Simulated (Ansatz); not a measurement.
**Fields on a plane of As (space group Cmce)**

```xyz
4
Lattice="1.8564 -5.3770 0.0000 1.8564 5.3770 0.0000 0.0000 0.0000 4.2264" Properties=species:S:1:pos:R:3 pbc="T T T"
As     1.8564    -1.2115     2.3431
As     1.8564     1.2115     1.8833
As     1.8564    -4.1655     0.2299
As     1.8564     4.1655     3.9966
```

The slice is a (010) plane (indices of the conventional cell) through the point (0.887, 0.113, 0.054) (fractional), spanned by u = [110] and v = [001] in vectors of this cell: u (3.71 Å) and v (4.23 Å, at 90° to u). It covers one period; positions are fractions (u, v).

Atoms on it: As at (0.50, 0.39); As at (0.00, 0.00).

Computed with LDA (plane waves to 420 eV, PAW, scalar-relativistic; Ansatz, a program for electronic structure). k mesh 13×13×11. Near the nuclei the fields are pseudised (PAW); where an atom keeps semicore shells as valence, they peak there. As was relaxed with its symmetry unable to fall.

| v \ u | 0.00 | 0.11 | 0.21 | 0.32 | 0.43 | 0.54 | 0.64 | 0.75 | 0.86 | 0.96 |
|---|---|---|---|---|---|---|---|---|---|---|
| 0.94 | x | x | 0.65 | 0.48 | 0.14 | 0.10 | 0.36 | 0.62 | 0.54 | x |
| 0.84 | 0.66 | 0.71 | 0.63 | 0.33 | 0.09 | 0.07 | 0.20 | 0.56 | 0.71 | 0.67 |
| 0.75 | 0.71 | 0.66 | 0.40 | 0.18 | 0.23 | 0.25 | 0.17 | 0.29 | 0.60 | 0.71 |
| 0.66 | 0.35 | 0.25 | 0.20 | 0.45 | 0.66 | 0.69 | 0.55 | 0.25 | 0.21 | 0.34 |
| 0.56 | 0.07 | 0.12 | 0.42 | 0.67 | 0.72 | 0.71 | 0.71 | 0.54 | 0.18 | 0.07 |
| 0.47 | 0.08 | 0.21 | 0.55 | 0.65 | x | x | 0.58 | 0.61 | 0.34 | 0.09 |
| 0.38 | 0.21 | 0.36 | 0.59 | 0.57 | x | x | 0.43 | 0.62 | 0.46 | 0.23 |
| 0.28 | 0.46 | 0.55 | 0.68 | 0.64 | 0.40 | x | 0.58 | 0.67 | 0.61 | 0.47 |
| 0.19 | 0.55 | 0.60 | 0.71 | 0.68 | 0.57 | 0.55 | 0.64 | 0.73 | 0.64 | 0.56 |
| 0.09 | x | 0.44 | 0.65 | 0.64 | 0.47 | 0.44 | 0.59 | 0.66 | 0.55 | x |
| 0.00 | x | x | 0.63 | 0.53 | 0.24 | 0.19 | 0.44 | 0.62 | 0.44 | x |

Values: electron localisation function (ELF). Points within 0.5 Å of a nucleus are blanked (x), as the pseudised field means little there.

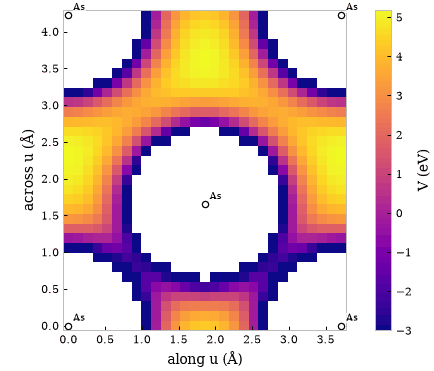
Electrostatic potential energy of an electron, from the cell's mean, in eV, one period of the plane, atoms marked. Points within 1 Å of a nucleus are left white, as the pseudised field means little there. Values under -3 eV are set to -3. The zero, the cell's mean, hangs on the PAW cores.

The density on the As–As line (2.49 Å) at its midpoint is 0.52 e/Å³ and the ELF at that point is 0.7. ELF maximum in the middle third of the As–As line: 0.73, 1.2 Å from As.
